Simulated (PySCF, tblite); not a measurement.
# C₅H₄F₂: dynamics, then NMR shifts and electronic excitations on frames, part 2 of 2

tblite 0.8.0 and PySCF 2.14.0. Atoms count from 0. The steps go on from the part before.

### Step 8. Excited states and response: 625 fs, PBE0/def2-SVPD

The job: settings as JSON, then the geometry in Å.

```
{"job": {"kind": "uv", "xc": "PBE0", "basis": "def2-SVPD", "nstates": 5, "ntriplets": 0}, "charge": 0, "multiplicity": 1}
F      3.583600    -0.992500    -0.201000
C      2.347000    -1.019000     0.377400
C      1.227800    -1.632800     0.056300
F      1.058700    -2.308100    -1.118700
C      0.017300    -1.352400     0.783600
C     -1.222400    -1.528400     1.107100
C     -0.596100    -0.253900     1.553900
H      2.406900    -0.415500     1.318900
H     -2.080500    -2.183000     1.143300
H     -0.885300     0.652900     0.981000
H     -0.574600    -0.002200     2.637200
```

Level: TDDFT PBE0/def2-SVPD, vertical, gas phase, core orbitals frozen in the response.

The log of the run:

```text
coarse grid: 10088 points
cycle   1  E = -391.6719547582  dE =  1.138e+00  |g| = 5.543e-01  |ddm| = 5.106e+00
cycle   2  E = -391.5962873140  dE =  7.567e-02  |g| = 8.550e-01  |ddm| = 1.774e+00
cycle   3  E = -391.7290114025  dE = -1.327e-01  |g| = 1.021e-01  |ddm| = 1.187e+00
cycle   4  E = -391.7306614876  dE = -1.650e-03  |g| = 5.690e-02  |ddm| = 2.508e-01
cycle   5  E = -391.7314366890  dE = -7.752e-04  |g| = 1.171e-02  |ddm| = 9.959e-02
cycle   6  E = -391.7314625849  dE = -2.590e-05  |g| = 5.003e-03  |ddm| = 2.457e-02
cycle   7  E = -391.7314687013  dE = -6.116e-06  |g| = 5.637e-04  |ddm| = 9.647e-03
final grid: 100736 points
cycle   8  E = -391.7875729226  dE = -2.207e-05  |g| = 7.040e-03  |ddm| = 8.441e-02
cycle   9  E = -391.7875631026  dE =  9.820e-06  |g| = 1.038e-02  |ddm| = 2.421e-02
cycle  10  E = -391.7875837179  dE = -2.062e-05  |g| = 1.092e-03  |ddm| = 1.206e-02
cycle  11  E = -391.7875839542  dE = -2.362e-07  |g| = 2.806e-04  |ddm| = 2.121e-03
cycle  12  E = -391.7875839695  dE = -1.534e-08  |g| = 1.449e-04  |ddm| = 7.250e-04
cycle  13  E = -391.7875839748  dE = -5.281e-09  |g| = 2.526e-05  |ddm| = 2.819e-04
cycle  14  E = -391.7875839749  dE = -1.360e-10  |g| = 1.067e-05  |ddm| = 6.130e-05
converged SCF energy = -391.7875839749

Static polarisability (au): isotropic 62.446, principal 41.726 58.158 87.454

Singlet excitations
state   eV       nm        f      main configurations
  1   5.0764    244.2   0.23613   H->L 0.90
  2   5.6524    219.3   0.01796   H->L+1 0.90
  3   6.3454    195.4   0.01701   H-2->L 0.68, H-1->L 0.24
  4   6.5097    190.5   0.04037   H-1->L 0.41, H-2->L 0.25, H->L+2 0.24
  5   6.7663    183.2   0.04927   H->L+2 0.69, H-1->L 0.20
```

Run time: 46 s. Hardware: 1 thread, shared host.

In short: HOMO -6.99 eV, LUMO -1.27 eV; lowest singlet 5.08 eV.

### Step 9. Shielding tensors: 800 fs, PBE0/pcSseg-1

The job: settings as JSON, then the geometry in Å.

```
{"job": {"kind": "nmr", "xc": "PBE0", "basis": "pcSseg-1", "pop": false}, "charge": 0, "multiplicity": 1}
F      3.348400    -0.824900    -0.099300
C      2.110800    -0.465100     0.195800
C      1.009900    -1.035700    -0.279300
F      0.938800    -2.063000    -1.223100
C     -0.290100    -0.772400     0.221400
C     -1.581100    -0.866400     0.055900
C     -1.127100    -0.528800     1.447700
H      2.039900     0.380600     0.864900
H     -2.476000    -1.113600    -0.585600
H     -1.243200     0.451800     1.909000
H     -1.220100    -1.304300     2.232400
```

Method: GIAO PBE0/pcSseg-1 NMR shielding, non-relativistic, gas phase.

The log of the run:

```text
coarse grid: 10088 points
cycle   1  E = -391.9027879561  dE =  1.168e+00  |g| = 5.951e-01  |ddm| = 3.078e+00
cycle   2  E = -391.8242396552  dE =  7.855e-02  |g| = 9.174e-01  |ddm| = 1.258e+00
cycle   3  E = -391.9644393142  dE = -1.402e-01  |g| = 1.024e-01  |ddm| = 8.373e-01
cycle   4  E = -391.9659397678  dE = -1.500e-03  |g| = 6.154e-02  |ddm| = 1.378e-01
cycle   5  E = -391.9668143035  dE = -8.745e-04  |g| = 1.302e-02  |ddm| = 5.910e-02
cycle   6  E = -391.9668471348  dE = -3.283e-05  |g| = 5.225e-03  |ddm| = 1.645e-02
cycle   7  E = -391.9668534379  dE = -6.303e-06  |g| = 9.496e-04  |ddm| = 6.406e-03
final grid: 100736 points
cycle   8  E = -392.0223168839  dE = -2.994e-05  |g| = 6.916e-03  |ddm| = 2.666e-02
cycle   9  E = -392.0223086652  dE =  8.219e-06  |g| = 1.011e-02  |ddm| = 1.567e-02
cycle  10  E = -392.0223270704  dE = -1.841e-05  |g| = 1.004e-03  |ddm| = 9.129e-03
cycle  11  E = -392.0223272509  dE = -1.805e-07  |g| = 2.585e-04  |ddm| = 1.113e-03
cycle  12  E = -392.0223272601  dE = -9.168e-09  |g| = 1.523e-04  |ddm| = 3.771e-04
cycle  13  E = -392.0223272659  dE = -5.815e-09  |g| = 3.195e-05  |ddm| = 1.741e-04
cycle  14  E = -392.0223272661  dE = -2.281e-10  |g| = 9.147e-06  |ddm| = 3.287e-05
converged SCF energy = -392.0223272661

GIAO shielding tensors (ppm)
atom      isotropic    diamagn.    paramagn.     s11        s22        s33       span
  0 F      321.477     465.977    -144.500    239.509    263.630    461.290    221.781
  1 C       36.221     254.758    -218.538    -37.362     55.478     90.546    127.908
  2 C       35.131     245.100    -209.969    -31.214     59.076     77.529    108.743
  3 F      285.578     471.507    -185.930    211.323    300.346    345.063    133.740
  4 C       69.327     256.899    -187.572    -70.379    108.065    170.295    240.674
  5 C       57.504     255.429    -197.925    -80.647     78.327    174.832    255.479
  6 C      170.322     247.964     -77.642    128.596    150.760    231.610    103.014
  7 H       24.675      30.777      -6.101     21.516     23.524     28.985      7.469
  8 H       22.923      29.835      -6.912     19.867     23.255     25.648      5.781
  9 H       29.796      30.132      -0.337     25.163     26.730     37.494     12.332
 10 H       29.856      28.628       1.228     24.567     26.876     38.124     13.557
```

Wall time 27 s (1 thread, shared host).

In short: δ C2 151.8, C1 150.7, C5 129.4, C4 117.6, H8 8.79, H7 7.04 ppm.

### Step 10. Excited states and response: 800 fs, PBE0/def2-SVPD

Same as in step 9 but for these lines:

```diff
@@ -1,2 +1,2 @@
-{"job": {"kind": "nmr", "xc": "PBE0", "basis": "pcSseg-1", "pop": false}, "charge": 0, "multiplicity": 1}
+{"job": {"kind": "uv", "xc": "PBE0", "basis": "def2-SVPD", "nstates": 5, "ntriplets": 0}, "charge": 0, "multiplicity": 1}
 F      3.348400    -0.824900    -0.099300
```

Level: TDDFT PBE0/def2-SVPD, vertical, gas phase, core orbitals frozen in the response.

The log of the run:

```text
coarse grid: 10088 points
cycle   1  E = -391.6804172734  dE =  1.111e+00  |g| = 5.434e-01  |ddm| = 5.223e+00
cycle   2  E = -391.6118499930  dE =  6.857e-02  |g| = 8.298e-01  |ddm| = 1.755e+00
cycle   3  E = -391.7356461133  dE = -1.238e-01  |g| = 9.912e-02  |ddm| = 1.128e+00
cycle   4  E = -391.7371033236  dE = -1.457e-03  |g| = 5.691e-02  |ddm| = 2.342e-01
cycle   5  E = -391.7378670840  dE = -7.638e-04  |g| = 1.220e-02  |ddm| = 1.013e-01
cycle   6  E = -391.7378955972  dE = -2.851e-05  |g| = 5.361e-03  |ddm| = 2.743e-02
cycle   7  E = -391.7379026587  dE = -7.061e-06  |g| = 7.948e-04  |ddm| = 1.084e-02
final grid: 100736 points
cycle   8  E = -391.7937919425  dE = -2.320e-05  |g| = 7.095e-03  |ddm| = 7.918e-02
cycle   9  E = -391.7937818743  dE =  1.007e-05  |g| = 1.053e-02  |ddm| = 2.493e-02
cycle  10  E = -391.7938026756  dE = -2.080e-05  |g| = 9.865e-04  |ddm| = 1.198e-02
cycle  11  E = -391.7938028716  dE = -1.960e-07  |g| = 2.288e-04  |ddm| = 1.968e-03
cycle  12  E = -391.7938028796  dE = -7.973e-09  |g| = 1.389e-04  |ddm| = 6.351e-04
cycle  13  E = -391.7938028846  dE = -4.987e-09  |g| = 2.806e-05  |ddm| = 2.880e-04
cycle  14  E = -391.7938028848  dE = -1.784e-10  |g| = 9.835e-06  |ddm| = 6.405e-05
converged SCF energy = -391.7938028848

Static polarisability (au): isotropic 63.344, principal 42.085 58.199 89.747

Singlet excitations
state   eV       nm        f      main configurations
  1   5.0825    243.9   0.27703   H->L 0.92
  2   5.7520    215.5   0.00221   H-1->L 0.77, H-2->L 0.10, H->L+1 0.08
  3   6.0554    204.7   0.02947   H->L+1 0.67, H-2->L 0.28
  4   6.4015    193.7   0.02674   H-2->L 0.52, H->L+1 0.17, H->L+2 0.14
  5   6.7949    182.5   0.04483   H->L+2 0.80
```

It took 39 s on 1 thread, shared host.

This run: HOMO -7.04 eV, LUMO -1.40 eV; lowest singlet 5.08 eV.

### Step 11. Nuclear shieldings: 1000 fs, PBE0/pcSseg-1

The job: settings as JSON, then the geometry in Å.

```
{"job": {"kind": "nmr", "xc": "PBE0", "basis": "pcSseg-1", "pop": false}, "charge": 0, "multiplicity": 1}
F      3.145600    -0.898000    -0.010900
C      1.926800    -0.449700     0.213100
C      0.880500    -1.050000    -0.370700
F      1.111200    -2.040400    -1.251400
C     -0.533100    -0.781900    -0.170800
C     -1.799300    -0.867400    -0.632900
C     -1.488400     0.163300     0.484300
H      1.898000     0.340000     0.911300
H     -2.580100    -1.201800    -1.316100
H     -1.531000     1.216600     0.240600
H     -1.772000    -0.004500     1.521200
```

Level: GIAO PBE0/pcSseg-1 NMR shielding, non-relativistic, gas phase.

The log of the run:

```text
coarse grid: 10088 points
cycle   1  E = -391.9117970276  dE =  1.130e+00  |g| = 5.815e-01  |ddm| = 3.082e+00
cycle   2  E = -391.8414092375  dE =  7.039e-02  |g| = 8.793e-01  |ddm| = 1.123e+00
cycle   3  E = -391.9686542958  dE = -1.272e-01  |g| = 1.091e-01  |ddm| = 7.584e-01
cycle   4  E = -391.9702648936  dE = -1.611e-03  |g| = 7.284e-02  |ddm| = 1.592e-01
cycle   5  E = -391.9715810227  dE = -1.316e-03  |g| = 1.156e-02  |ddm| = 6.902e-02
cycle   6  E = -391.9716071046  dE = -2.608e-05  |g| = 4.661e-03  |ddm| = 1.453e-02
cycle   7  E = -391.9716124180  dE = -5.313e-06  |g| = 6.688e-04  |ddm| = 5.520e-03
final grid: 100736 points
cycle   8  E = -392.0258284627  dE = -2.952e-05  |g| = 6.379e-03  |ddm| = 2.695e-02
cycle   9  E = -392.0258234281  dE =  5.035e-06  |g| = 8.519e-03  |ddm| = 1.347e-02
cycle  10  E = -392.0258378696  dE = -1.444e-05  |g| = 1.132e-03  |ddm| = 7.672e-03
cycle  11  E = -392.0258380807  dE = -2.110e-07  |g| = 2.556e-04  |ddm| = 1.058e-03
cycle  12  E = -392.0258380902  dE = -9.499e-09  |g| = 1.577e-04  |ddm| = 4.032e-04
cycle  13  E = -392.0258380961  dE = -5.977e-09  |g| = 3.530e-05  |ddm| = 1.663e-04
cycle  14  E = -392.0258380964  dE = -2.773e-10  |g| = 1.186e-05  |ddm| = 3.960e-05
converged SCF energy = -392.0258380964

GIAO shielding tensors (ppm)
atom      isotropic    diamagn.    paramagn.     s11        s22        s33       span
  0 F      328.097     465.643    -137.546    234.227    277.430    472.635    238.408
  1 C       35.344     253.175    -217.830    -30.744     45.870     90.907    121.651
  2 C       29.949     244.569    -214.620    -37.931     47.297     80.480    118.411
  3 F      318.273     471.598    -153.325    255.968    278.255    420.595    164.627
  4 C       66.527     256.565    -190.038    -69.552    102.581    166.553    236.106
  5 C       59.258     257.584    -198.326    -81.501     71.754    187.521    269.023
  6 C      173.443     247.370     -73.927    133.559    151.936    234.833    101.273
  7 H       24.821      32.055      -7.233     22.263     23.664     28.537      6.274
  8 H       23.022      31.342      -8.320     19.011     23.875     26.181      7.170
  9 H       30.427      30.433      -0.006     25.505     26.883     38.893     13.389
 10 H       30.012      29.166       0.846     24.891     26.931     38.214     13.323
```

It took 27 s on 1 thread, shared host.

This run: δ C2 157.0, C1 151.6, C5 127.7, C4 120.4, H8 8.70, H7 6.90 ppm.

### Step 12. Ultraviolet spectrum: 1000 fs, PBE0/def2-SVPD

Same as in step 11 but for these lines:

```diff
@@ -1,2 +1,2 @@
-{"job": {"kind": "nmr", "xc": "PBE0", "basis": "pcSseg-1", "pop": false}, "charge": 0, "multiplicity": 1}
+{"job": {"kind": "uv", "xc": "PBE0", "basis": "def2-SVPD", "nstates": 5, "ntriplets": 0}, "charge": 0, "multiplicity": 1}
 F      3.145600    -0.898000    -0.010900
```

Level: TDDFT PBE0/def2-SVPD, vertical, gas phase, core orbitals frozen in the response.

The log of the run:

```text
coarse grid: 10088 points
cycle   1  E = -391.6902668086  dE =  1.072e+00  |g| = 5.300e-01  |ddm| = 5.402e+00
cycle   2  E = -391.6289681222  dE =  6.130e-02  |g| = 7.948e-01  |ddm| = 1.720e+00
cycle   3  E = -391.7411478426  dE = -1.122e-01  |g| = 1.046e-01  |ddm| = 1.099e+00
cycle   4  E = -391.7426737733  dE = -1.526e-03  |g| = 6.759e-02  |ddm| = 2.662e-01
cycle   5  E = -391.7438249008  dE = -1.151e-03  |g| = 1.130e-02  |ddm| = 1.138e-01
cycle   6  E = -391.7438499106  dE = -2.501e-05  |g| = 4.889e-03  |ddm| = 2.819e-02
cycle   7  E = -391.7438560223  dE = -6.112e-06  |g| = 4.615e-04  |ddm| = 1.034e-02
final grid: 100736 points
cycle   8  E = -391.7982896548  dE = -2.390e-05  |g| = 6.263e-03  |ddm| = 8.802e-02
cycle   9  E = -391.7982842602  dE =  5.395e-06  |g| = 8.435e-03  |ddm| = 2.336e-02
cycle  10  E = -391.7982987869  dE = -1.453e-05  |g| = 1.119e-03  |ddm| = 1.152e-02
cycle  11  E = -391.7982990188  dE = -2.319e-07  |g| = 2.331e-04  |ddm| = 1.793e-03
cycle  12  E = -391.7982990277  dE = -8.961e-09  |g| = 1.412e-04  |ddm| = 6.566e-04
cycle  13  E = -391.7982990327  dE = -5.004e-09  |g| = 2.918e-05  |ddm| = 2.719e-04
cycle  14  E = -391.7982990329  dE = -1.895e-10  |g| = 1.141e-05  |ddm| = 6.364e-05
converged SCF energy = -391.7982990329

Static polarisability (au): isotropic 64.881, principal 40.795 58.639 95.210

Singlet excitations
state   eV       nm        f      main configurations
  1   4.9540    250.3   0.35617   H->L 0.94
  2   5.7346    216.2   0.00379   H-2->L 0.87, H-1->L 0.11
  3   6.1028    203.2   0.00341   H->L+1 0.62, H-1->L 0.26
  4   6.2822    197.4   0.07858   H-1->L 0.53, H->L+1 0.32
  5   6.6926    185.3   0.00676   H->L+2 0.94
```

It took 40 s on 1 thread, shared host.

This run: HOMO -6.82 eV, LUMO -1.54 eV; lowest singlet 4.95 eV.

### Step 13. Run by run: NMR shifts

Shifts (ppm) of some atoms, chosen among heavy atoms and hydrogens apart, with basis size and wall time:

```tsv
frame	C1	C2	C5	H9	H10	F0	F3	functions	time
250 fs	157.5	152.5	118.4	2.20	1.02	-139.6	-153.3	139	28 s
425 fs	159.4	154.5	120.7	2.57	1.40	-133.3	-152.7	139	27 s
625 fs	159.4	147.5	124.2	1.72	2.66	-130.0	-143.6	139	27 s
800 fs	150.7	151.8	129.4	1.92	1.86	-150.5	-114.6	139	27 s
1000 fs	151.6	157.0	127.7	1.29	1.70	-157.2	-147.3	139	27 s
```

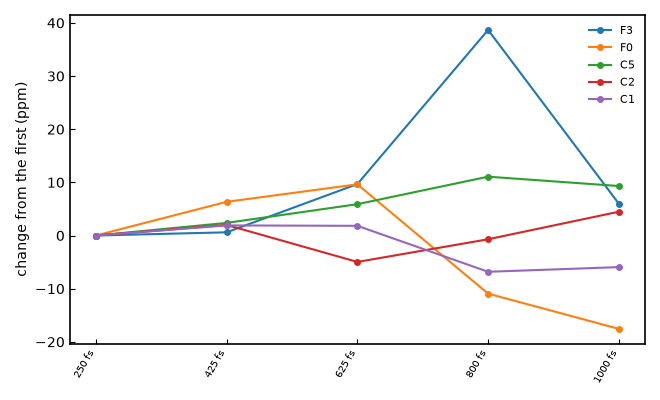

How five of the tabulated atoms move from run to run.

### Step 14. Side by side: electronic excitations

Excitations and ground-state properties, with basis size and wall time:

```tsv
frame	lowest singlet (eV)	brightest (eV)	f	gap (eV)	α (Å³)	μ (D)	functions	time
250 fs	4.99	4.99	0.327	5.36	9.42	2.54	178	43 s
425 fs	4.95	4.95	0.333	5.23	9.58	2.09	178	40 s
625 fs	5.08	5.08	0.236	5.71	9.25	2.43	178	46 s
800 fs	5.08	5.08	0.277	5.64	9.39	2.21	178	39 s
1000 fs	4.95	4.95	0.356	5.29	9.61	2.23	178	40 s
```

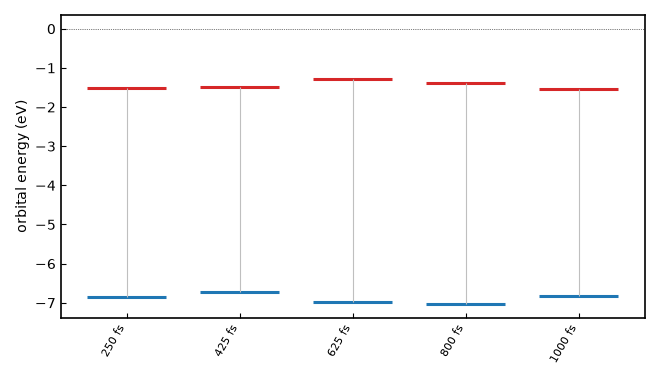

HOMO (blue) and LUMO (red) run by run.

### Step 15. Summary of results

The summary covers parts 1 to 2.

| quantity | value |
| --- | --- |
| thermostat | 300 K |
| mean temperature, second half | 310 K |
| mean potential energy above the minimum | 0.32 eV |
| 13C shifts against TMS (PBE0/pcSseg-1, 250 fs) | 157.5, 152.5, 118.4, 115.6, 12.5 ppm |
| 1H shifts against TMS (PBE0/pcSseg-1, 250 fs) | 8.27, 6.82, 2.20, 1.02 ppm |
| 19F shifts against CFCl3 (PBE0/pcSseg-1, 250 fs) | -139.6, -153.3 ppm |
| lowest singlet (PBE0/def2-SVPD, 250 fs) | 4.99 eV (249 nm), f = 0.327 |
| range of the shift of F3 | -153.3 to -114.6 ppm |
| range of the lowest singlet | 4.95 to 5.08 eV |

In words: In the second half the potential energy averages 0.32 eV above the minimum; equipartition over 27 harmonic modes at 300 K would give 0.35 eV. With 11 atoms the temperature swings widely (149 to 433 K). Shifts at one fixed geometry are not the observed spectrum, which averages over the motion. In the first frame run (250 fs): The first singlet state (HOMO→LUMO 0.93) lies at 4.99 eV and is bright. In ppm, F3 moves most: its shift spreads over 38.7 ppm, from -153.3 (250 fs) to -114.6 (800 fs). The lowest singlet runs from 4.95 eV (425 fs) to 5.08 eV (800 fs), while the orbital gap spans 5.23 to 5.71 eV. The lowest state need not be the same one in every run.
